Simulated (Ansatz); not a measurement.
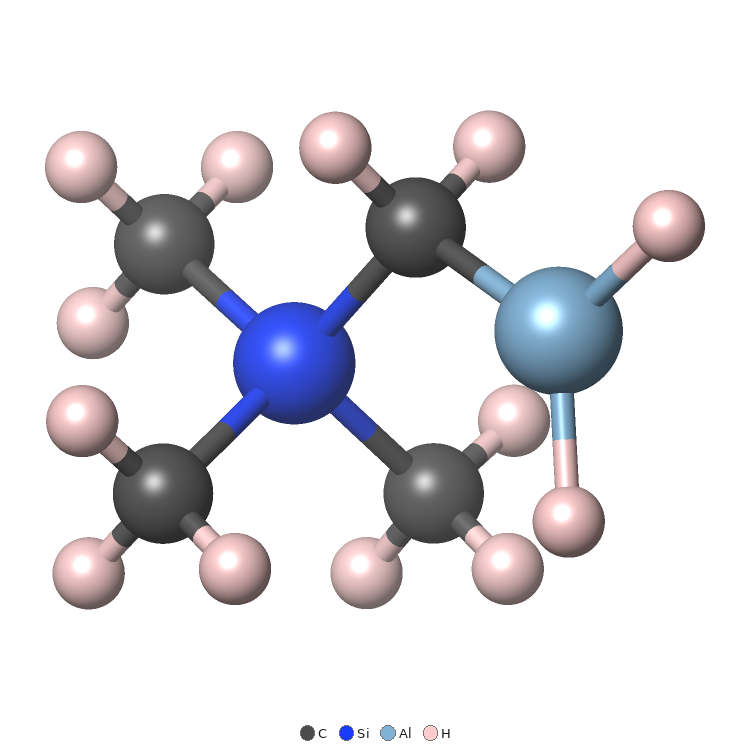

The picture shows a molecular structure as a ball-and-stick model. Every bond is drawn as one stick, whatever its order.

Question: Count the atoms of each element.

Answer: C₄H₁₃AlSi, 19 atoms: 4 carbon, 13 hydrogen, 1 aluminium and 1 silicon.

Question: Give a SMILES string for it.

Answer: C[Si](C)(C)[CH2][AlH2]

Question: Count the bonded pairs by element.

Answer: 11 C–H, 4 C–Si, 2 Al–H, 1 C–Al.

The parts below concern this one geometry. Atoms keep their numbers from picture to picture. The computed structure is the end point of a PBE0-D4/def2-TZVP optimisation. No frequency run is at hand to confirm it as a minimum.

Shape

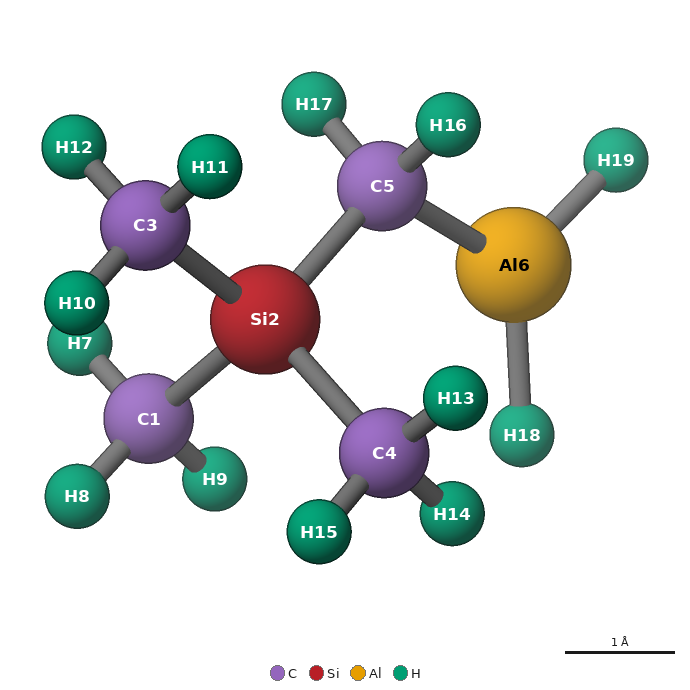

The atoms are numbered. No frequency run is at hand to confirm it as a minimum.

Question: What is the geometry at C3?

Answer: C3 has 4 neighbours (Si2 at 1.88, H10 at 1.09, H11 at 1.09, H12 at 1.09 Å); the arrangement is tetrahedral.

Question: What is the geometry at Al6?

Answer: Al6 has 3 neighbours (C5 at 1.95, H18 at 1.59, H19 at 1.59 Å); the arrangement is trigonal planar.

Question: Describe the coordination of atom 2.

Answer: Si2 has 4 neighbours (C1 at 1.88, C3 at 1.88, C4 at 1.88, C5 at 1.87 Å); the arrangement is tetrahedral.

Question: What is the geometry at C5?

Answer: C5 has 4 neighbours (Si2 at 1.87, Al6 at 1.95, H16 at 1.10, H17 at 1.10 Å); the arrangement is tetrahedral.

Question: What is the dihedral angle C1–Si2–C5–Al6?

Answer: 60° in size, that is gauche.

Dipole moment

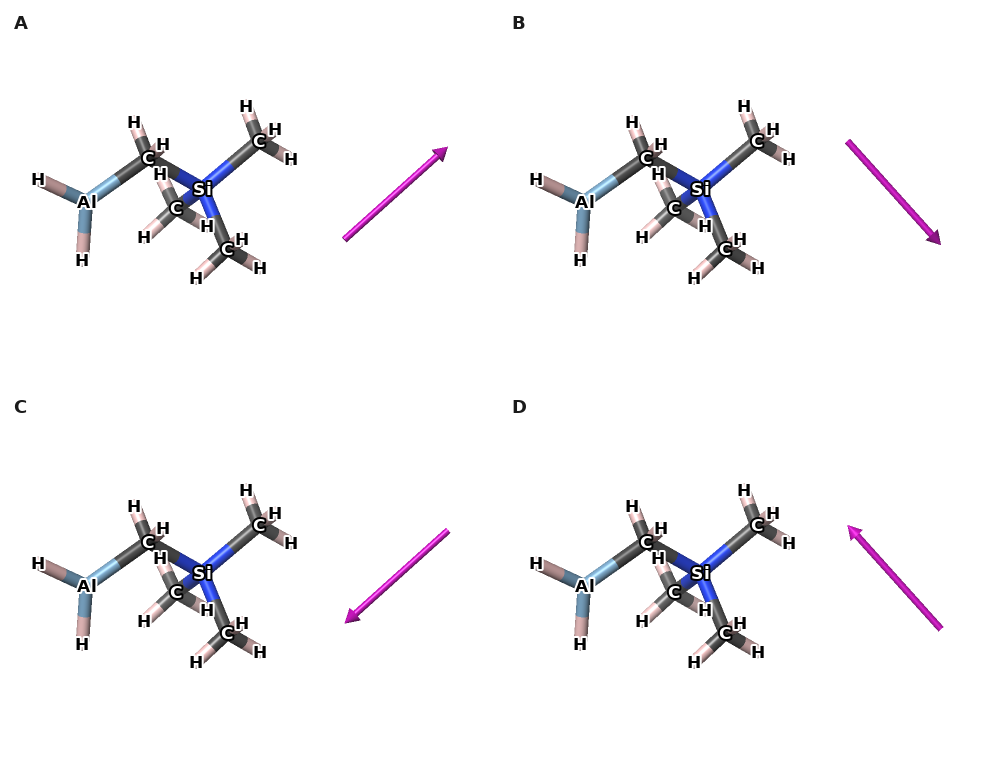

The same molecule four times, each with an arrow. No frequency run is at hand to confirm it as a minimum. Level of theory: RKS ωB97M-V/def2-TZVPP (Ansatz 0.2.0).

Question: Which arrow points along the dipole moment, from the negative to the positive end?

Answer: A. The dipole moment is 0.83 D.

Electronic properties

No frequency run is at hand to confirm it as a minimum. Level of theory: RKS r2SCAN0-D4/def2-TZVPP (Ansatz 0.2.0).

Question: What is the HOMO energy (Kohn–Sham orbital)?

Answer: −7.77 eV.

Question: What is the dispersion correction?

Answer: −14.2 kJ/mol.

Question: Give the LUMO energy (Kohn–Sham orbital) at this level.

Answer: −1.11 eV.

Charges

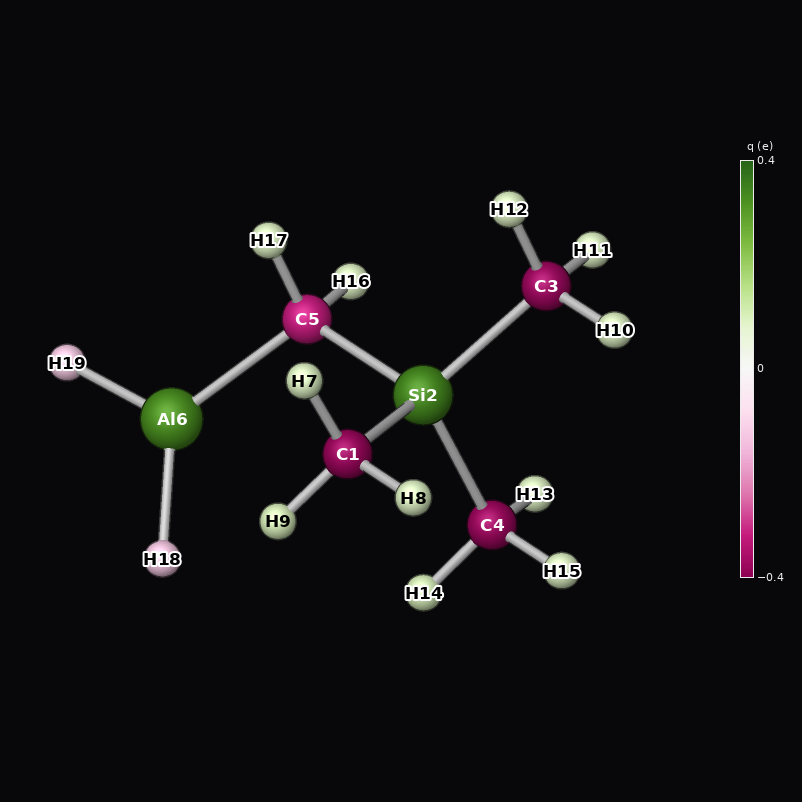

Atoms are coloured by their Mulliken charges. No frequency run is at hand to confirm it as a minimum. Method: RKS PBE-D4/def2-TZVPP (Ansatz 0.2.0).

Question: Which atom carries the highest charge (most positive or least negative)?

Answer: Si2 (0.33 e).

Question: And the lowest?

Answer: C1, C4 (−0.38 e).

Give the Mulliken charges atom by atom.

| atom | value (e) |
| --- | --- |
| C1 | −0.38 |
| Si2 | 0.33 |
| C3 | −0.37 |
| C4 | −0.38 |
| C5 | −0.32 |
| Al6 | 0.32 |
| H7 | 0.09 |
| H8 | 0.09 |
| H9 | 0.10 |
| H10 | 0.09 |
| H11 | 0.09 |
| H12 | 0.09 |
| H13 | 0.09 |
| H14 | 0.10 |
| H15 | 0.09 |
| H16 | 0.09 |
| H17 | 0.09 |
| H18 | −0.12 |
| H19 | −0.12 |

Mulliken values depend strongly on the basis set and can even reverse the polarity of a bond.
